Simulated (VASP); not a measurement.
Band structure of KI (relaxed from the rock salt structure, space group Fm-3m). Method: PBEsol GGA, VASP's PBE PAW potentials (set 64) (plane waves; VASP 6.6.1).

Unless said otherwise, spin-orbit coupling is left out, though it shifts the bands of the heavy elements here.

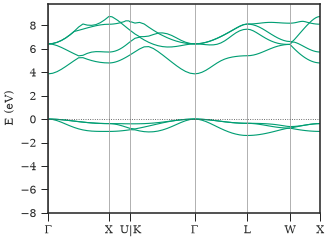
*Bands along high-symmetry lines, zero at the valence-band maximum or, without a gap, the Fermi level*

Question: Read the plot: is there a gap, and where are the band edges?

Answer: The gap is direct, 3.86 eV, from the valence maximum at Γ to the conduction minimum at Γ. (Edges off the drawn lines would not show.)

The structure was generated: KI was put into the rock salt type (Fm-3m), which need not be its known phase. It was relaxed first, which changed the volume by -14 %.
